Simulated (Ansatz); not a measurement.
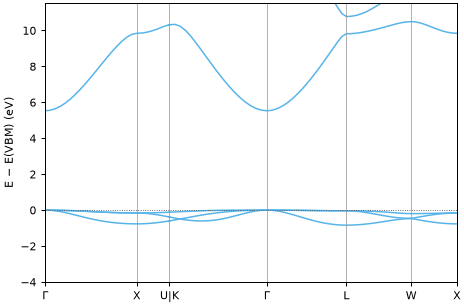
Band structure from DFT-PBEsol in the program Ansatz with PAW potentials

Problem. Read off the gap and where the band edges lie.

Solution. About 5.5 eV (5.53 eV by a search for the band edges); maximum on the K–Γ line, 81 % of the way from K, minimum at Γ.

Problem. Pick the material that matches.
(A) NaF, zinc blende
(B) LiBr, rock salt
(C) KI, rock salt

Solution. A, NaF, zinc blende

Space group F-43m (zinc blende). The start of the workflow was typed in or built on a structure type; neither database checked (COD, Materials Project) lists it. It is not the phase usual at ambient conditions (space group No. 225). The cell was relaxed with PBEsol under the symmetry of its start; phonons on a q-mesh show no instability.

Potentials: the later of the program's two PAW sets.
